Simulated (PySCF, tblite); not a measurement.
# C₆H₁₃BS: geometry, infrared bands and NMR shifts

What infrared bands and NMR shifts should C₆H₁₃BS (`B[C@@H]1[C@H](C)[C@@]1(C)SC`) show?

Computed with tblite 0.8.0 and PySCF 2.14.0, with density-fitted response routines of our own, on a single molecule in the gas phase. Atoms count from 0, in the outputs and in this text.

## Step 1: Starting geometry

21 atoms, charge 0, multiplicity 1; geometry from: force field or distance geometry start.

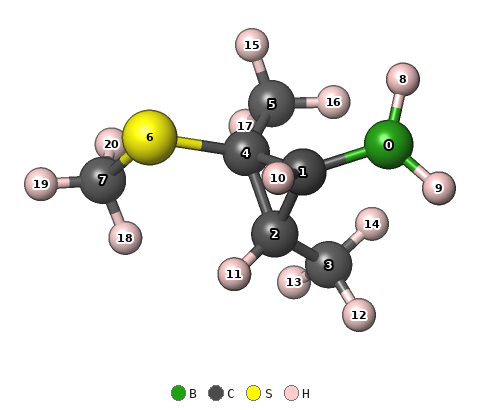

As it starts; boron green, carbon dark grey, sulfur yellow, hydrogen pink, atoms numbered.

## Step 2: Relaxing the molecule with GFN2-xTB

Job settings and geometry (Å):

```
{"job": {"kind": "relax", "xc": "GFN2-xTB", "basis": "xTB"}, "charge": 0, "multiplicity": 1}
B     -2.197500    -0.551100     1.360600
C     -0.610500    -0.458100     1.393000
C      0.085500     0.760400     0.773500
C     -0.765400     1.832600     0.032800
C      0.213300    -0.614400     0.116100
C     -0.502300    -0.904600    -1.230100
S      1.833900    -1.422800     0.369200
C      2.740400    -0.423400    -0.852000
H     -2.729700    -1.511200     0.921700
H     -2.857900     0.285700     1.893100
H     -0.103700    -0.799500     2.331900
H      0.976300     1.113100     1.314000
H     -1.043100     2.622600     0.774200
H     -0.145500     2.279100    -0.765300
H     -1.701800     1.447700    -0.408500
H     -0.409100    -1.984100    -1.447100
H     -1.573700    -0.649000    -1.228500
H     -0.010200    -0.333100    -2.039600
H      2.590300     0.657800    -0.654800
H      3.821100    -0.661200    -0.780200
H      2.380700    -0.669400    -1.874700
```

Command:

```
$ OMP_NUM_THREADS=1 python probes_run.py task.json out
```

The driver reads the jobs from task.json and runs them one after another.

**Question.** This job is followed by: GFN2-xTB harmonic vibrations, gas phase; GIAO PBE0/pcSseg-1 NMR shielding, non-relativistic, gas phase. What will the session give for the following? strongest single infrared mode (GFN2-xTB); zero-point energy (GFN2-xTB); 13C shifts against TMS (PBE0/pcSseg-1); 1H shifts against TMS (PBE0/pcSseg-1, means over atoms taken as alike); 11B shifts against BF3·OEt2 (PBE0/pcSseg-1); 33S shifts against CS2 (PBE0/pcSseg-1).

The runs gave:

```
                                                              quantity                                   value
                             strongest single infrared mode (GFN2-xTB)                   2663 cm⁻¹, 141 km/mol
                                          zero-point energy (GFN2-xTB)                          109.1 kcal/mol
                                13C shifts against TMS (PBE0/pcSseg-1)  53.1, 45.1, 40.4, 20.6, 20.3, 16.9 ppm
1H shifts against TMS (PBE0/pcSseg-1, means over atoms taken as alike)  7.86, 2.22, 2.18, 2.01, 1.82, 1.50 ppm
                           11B shifts against BF3·OEt2 (PBE0/pcSseg-1)                                86.4 ppm
                                33S shifts against CS2 (PBE0/pcSseg-1)                                  91 ppm
```

Over 110 steps the energy fell by 0.425 eV; of the close pairs, B0–C1 changed most, 1.590 to 1.538 Å. All 57 modes are real, so the xTB geometry is a minimum. The strongest single mode, at 2663 cm⁻¹, moves mainly H9. Unscaled tight-binding wavenumbers are off by several per cent, some by more. Its intensities can rank the bands wrongly. At PBE0/pcSseg-1: The largest span, 531 ppm, is at S6, where the paramagnetic term is -645 ppm.
